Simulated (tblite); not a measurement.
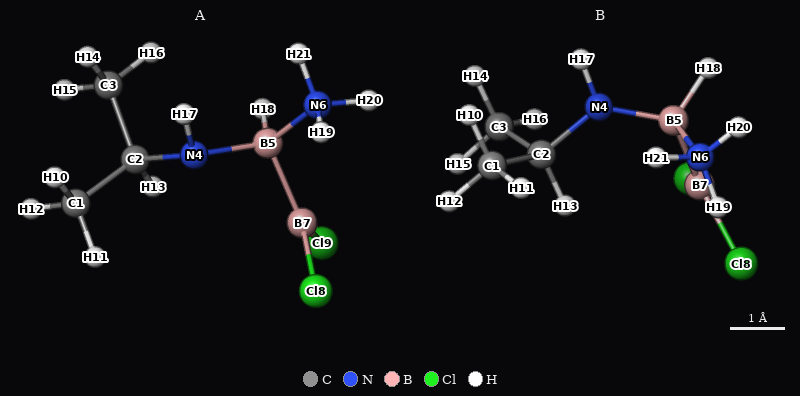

Two geometries of C$_{3}$H$_{12}$B$_{2}$Cl$_{2}$N$_{2}$, drawn at one scale. One is the start of a relaxation, the other its converged end. The picture is a ball-and-stick view, seen face on.

Level of theory: GFN2-xTB geometry optimisation, gas phase (tblite 0.8.0). 

**Which of the two is the end point?**

Structure B is the relaxed one. Over 236 geometry steps the energy falls by 111.1 kJ/mol. The largest move after the best rigid fit is that of H21, 2.37 Å. Largest moves by element: H 2.37 Å, Cl 1.63 Å, N 1.24 Å, C 1.09 Å, B 0.99 Å. Near-neighbour distances that change, for instance: B5–N6 1.531 → 1.886 Å, N4–B5 1.547 → 1.435 Å, B7–Cl9 1.835 → 1.724 Å, B7–Cl8 1.842 → 1.756 Å. Among the angles between lasting bonds that change: C2–N4–B5 114.1° → 127.3°, B5–N4–H17 109.2° → 120.8°, N6–B5–H18 108.9° → 99.0°. Groups turn about B5–B7 by about 60°, B5–N6 by about 60°.
